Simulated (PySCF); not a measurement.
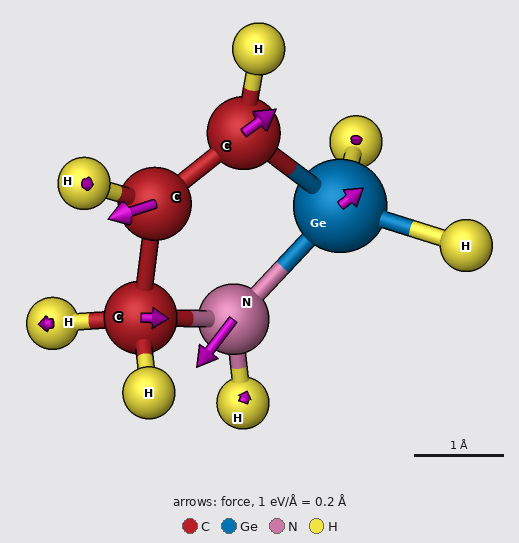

Starting geometry of C$_{3}$H$_{7}$GeN with the computed forces as purple arrows. A ball-and-stick model, seen at a tilt.

The start comes from GFN2-xTB. Its atoms were then displaced at random by about 0.01 Å.

Computed with PySCF 2.14.0, density-fitted response routines, PBE0-D3(BJ)/def2-SVP geometry optimisation, gas phase. 

Q: What follows when this structure is relaxed?

A: It isn't relaxed: the largest force vector, on the N atom, is 3.48 eV/Å. The final displacements follow the starting forces only in part (cosine between the two patterns 0.34). After 9 geometry steps the energy has fallen by 0.207 eV. The atom that moves furthest after the best rigid fit is an H atom (0.13 Å). Largest moves by element: H 0.13 Å, N 0.08 Å, C 0.03 Å, Ge 0.02 Å. Among the contacts that change: Ge–N 1.757 → 1.836 Å, C–C 1.303 → 1.340 Å, C–H 1.081 → 1.111 Å, C–N 1.469 → 1.442 Å. Bond angles that change, for instance: C–N–H 110.7° → 116.1°, Ge–N–H 129.0° → 124.0°, C–Ge–H 119.0° → 115.9°. Cost: 63 s on 1 thread of Arm Neoverse V1 (shared host).
